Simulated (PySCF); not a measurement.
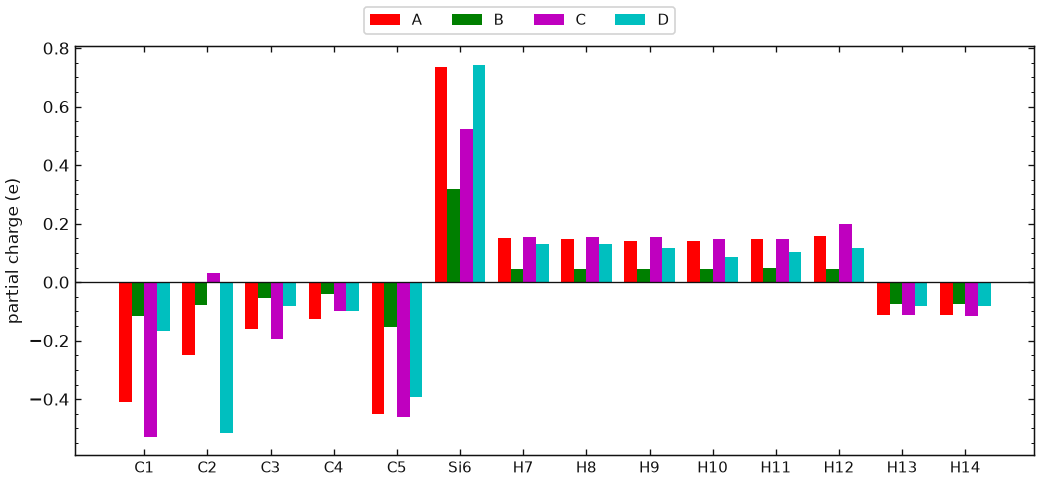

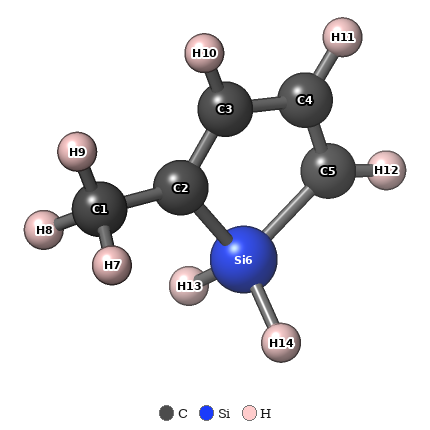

Atomic charges of C₅H₈Si, SMILES CC1=CC=C[SiH2]1 by 4 schemes, PBE0/pcSseg-1, PySCF, at a PBE0-D3(BJ)/def2-SVP geometry (no frequency check).

Question: The schemes are ESP fit, Hirshfeld, IAO and Mulliken. Which series is which?

Answer: A: IAO (C2 −0.25 e); B: Hirshfeld (C2 −0.08 e); C: ESP fit (C2 0.03 e); D: Mulliken (C2 −0.51 e).
